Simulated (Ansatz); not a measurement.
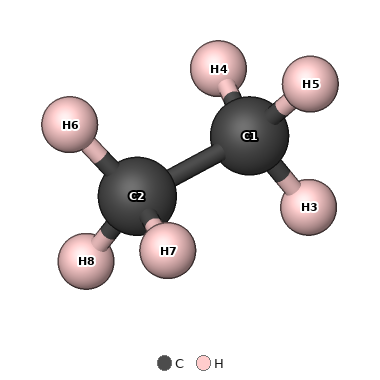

The system is C₂H₆, SMILES CC; the picture shows the grid point nearest to the relaxed geometry. Two internal coordinates are moved rigidly from the geometry relaxed at PBE0-D4/def2-TZVP, all others fixed. First axis: angle H6–C2–H7. Second axis: torsion H3–C1–C2–H6. Grid: 7 × 7 points. All energies are given in eV relative to the lowest grid point. Computed with RKS PBE0-D4/def2-TZVPP in Ansatz 0.2.0.

Its coordinates:

```xyz
8

C    -0.3268    0.1322   -0.6725
C     0.3268   -0.1322    0.6725
H     0.0705   -0.5296   -1.4459
H    -1.4071   -0.0257   -0.6290
H    -0.1586    1.1602   -1.0024
H    -0.1861    0.4011    1.4765
H     1.3709    0.1895    0.6787
H     0.3099   -1.1958    0.9219
```

Range: angle H6–C2–H7 from 89.5 to 125.5°; torsion H3–C1–C2–H6 from −170.1 to −67.3°.

Question: What landscape does the calculation give?

Answer: The lowest grid point is at angle H6–C2–H7 = 107.5°, torsion H3–C1–C2–H6 = −67.3°. It lies at the edge of the scanned range, so the true minimum may lie outside. The energy also falls towards the edge at angle H6–C2–H7 = 107.5°, torsion H3–C1–C2–H6 = −170.1° (0.0035 eV above the lowest), where a further well may lie outside the range. The highest grid point, angle H6–C2–H7 = 125.5°, torsion H3–C1–C2–H6 = −118.7°, lies 0.401 eV above the lowest.

```tsv
torsion H3–C1–C2–H6 ↓, angle H6–C2–H7 →	89.5	95.5	101.5	107.5	113.5	119.5	125.5
−67.3	0.265	0.114	0.026	0.000	0.036	0.133	0.291
−84.4	0.273	0.134	0.056	0.039	0.083	0.186	0.350
−101.5	0.314	0.181	0.107	0.092	0.135	0.238	0.399
−118.7	0.358	0.221	0.141	0.118	0.154	0.248	0.401
−135.8	0.371	0.223	0.131	0.098	0.124	0.209	0.354
−153.0	0.344	0.185	0.086	0.047	0.068	0.151	0.293
−170.1	0.296	0.137	0.039	0.004	0.029	0.117	0.266
```

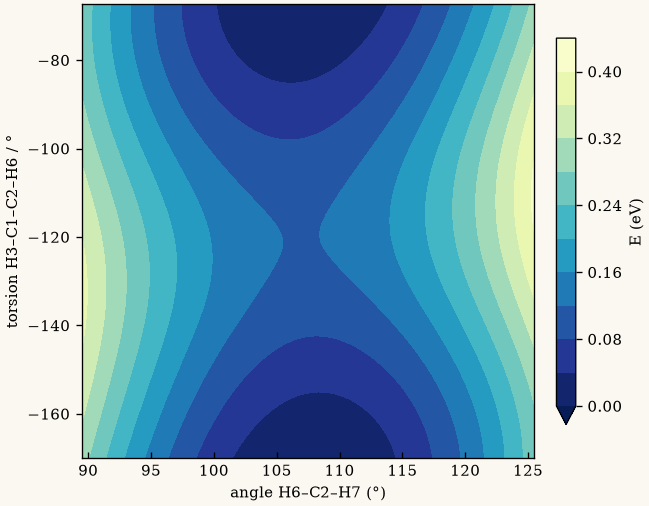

The picture shows filled contours. Between grid points the surface is interpolated.
